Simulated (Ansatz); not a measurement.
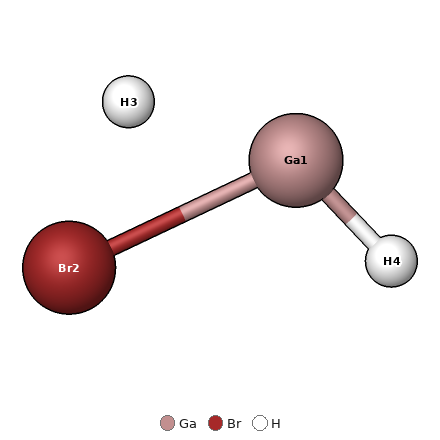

The system is the reacting system BrGaH₂ (fragments BrGaH₂ where the first distance is long, GaH + BrH where the second is long); the picture shows the reference structure. Coordinates scanned: (1) distance Br2–H3 (bond that forms); (2) distance Ga1–Br2 (bond that breaks). Relaxed at each point: all other coordinates. Grid: 13 × 13 points. Points are written as (first, second). All energies are given in kJ/mol relative to the lowest grid point. Energies and slopes of some neighbouring points disagree (a jump in structure or state, or too coarse a mesh). The reference is spin-restricted, so regions where a bond is pulled apart into radicals lie too high. Computed with RHF/def2-TZVP (Ansatz).

Its coordinates:

| atom | x (Å) | y (Å) | z (Å) |
| --- | --- | --- | --- |
| Ga | -0.7452 | 0.0611 | 0.5760 |
| Br | 1.5224 | -0.0826 | -1.1172 |
| H | 1.0887 | 0.8980 | 0.5639 |
| H | -1.8659 | -0.8766 | -0.0229 |

Range: distance Br2–H3 (bond that forms) from 1.359 to 2.559 Å; distance Ga1–Br2 (bond that breaks) from 2.178 to 3.678 Å.

Question: Predict the map.

Answer: The lowest grid point is at (2.559 Å, 2.245 Å). It lies at the edge of the scanned range, so the true minimum may lie outside. The highest grid point, (1.663 Å, 2.178 Å), lies 329 kJ/mol above the lowest.

```tsv
second ↓, first →	1.359	1.413	1.487	1.571	1.663	1.761	1.864	1.971	2.082	2.197	2.314	2.435	2.559
3.678	132	129	136	157	187	208	225	239	249	256	259	259	257
3.523	133	129	137	157	193	212	227	238	245	248	247	244	238
3.372	134	130	138	158	196	215	228	236	238	237	232	225	216
3.225	136	132	139	160	200	217	227	231	229	223	214	202	190
3.082	139	136	143	163	205	219	225	224	217	206	192	177	161
2.943	145	141	148	168	211	221	222	215	202	186	167	149	130
2.809	153	149	156	176	220	224	218	205	186	164	141	119	98
2.680	165	160	167	187	231	228	214	193	168	141	114	89	66
2.558	181	177	183	202	244	232	210	182	151	119	90	62	38
2.443	204	200	205	224	261	239	209	174	137	102	70	41	16
2.338	234	229	235	253	281	250	212	171	131	93	59	29	2
2.245	271	266	271	288	305	266	222	177	133	93	58	27	0
2.178	307	301	305	322	329	285	236	188	143	101	65	33	6
```

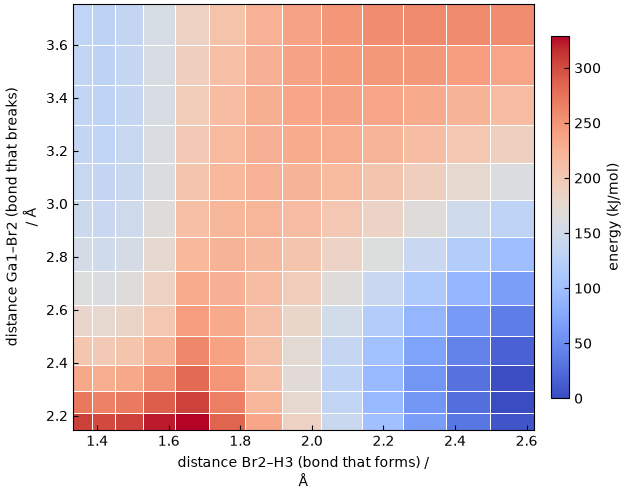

The picture shows one coloured cell a grid point.

Time for the 169 points that were run: 12 min on 1 thread of AMD EPYC 9R45 96-Core Processor (Zen 5), with other jobs on the host.
